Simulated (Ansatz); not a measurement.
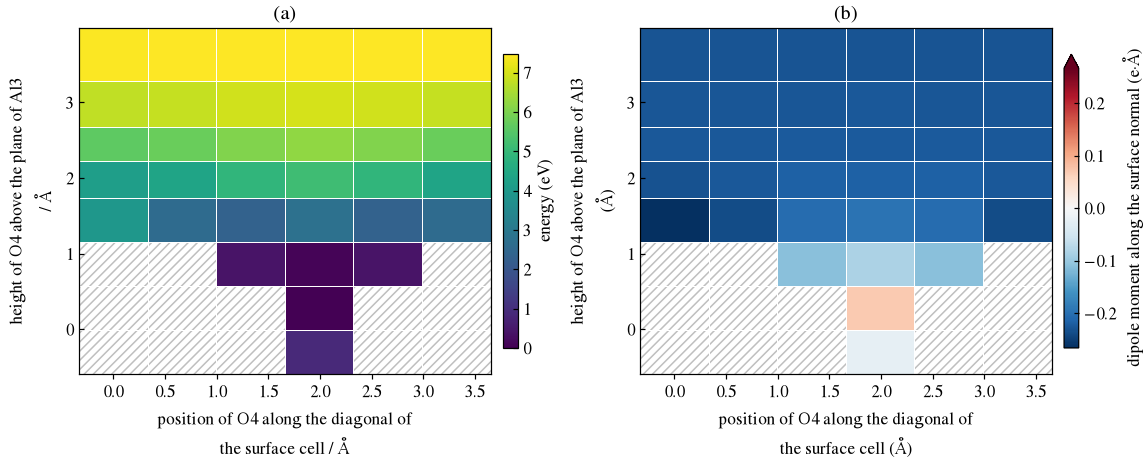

O on an Al(100) slab cut from the Fm-3m phase, its upper half relaxed before the scan (3 atoms of substrate and one adsorbate in a 1 × 1 cell). O is moved along a line over the surface and along the normal, above a rigid substrate. Coordinates scanned: (1) position of O4 along the diagonal of the surface cell, from above Al3; (2) height of O4 above the plane of Al3. The scan uses a 6 × 8 grid; 24 points were computed and 11 follow by symmetry. At 13 points there is no value (left out of the scan, as a rule where atoms come close). Points are written as (first, second). All energies are given in eV relative to the lowest grid point. The runs have no spin polarisation, so an open-shell adsorbate far from the surface lies too high. All numbers below come from Ansatz, DFT LDA, scalar-relativistic, plane waves, PAW. Settings: cutoff 420 eV, k-mesh 9×9×1, gaussian smearing 0.1 eV, no spin polarisation.

Panel (a) is the energy and panel (b) the computed dipole moment along the surface normal on the same grid.

The picture shows one coloured cell a grid point, hatched blanks where no value was computed.

**How does the dipole moment along the surface normal vary over the map, and what is it at the lowest grid point?**

Leaving out the highest fifth of the energies, it runs from −0.27 e·Å at (0.00 Å, 1.45 Å) [nearest 1 Al at 1.45 Å] to 0.07 e·Å at (1.99 Å, 0.28 Å) [nearest 4 Al at 2.01 Å]. At the lowest grid point, (1.99 Å, 0.28 Å) [nearest 4 Al at 2.01 Å], it is 0.07 e·Å.

```csv
"second ↓, first →",0.00,0.66,1.33,1.99,2.66,3.32
3.63,−0.23,−0.23,−0.23,−0.23,−0.23,−0.23
2.93,−0.23,−0.23,−0.23,−0.23,−0.23,−0.23
2.43,−0.23,−0.23,−0.22,−0.22,−0.22,−0.23
2.03,−0.23,−0.23,−0.22,−0.22,−0.22,−0.23
1.45,−0.27,−0.24,−0.21,−0.20,−0.21,−0.24
0.87,–,–,−0.11,−0.08,−0.11,–
0.28,–,–,–,0.07,–,–
−0.30,–,–,–,−0.02,–,–
```
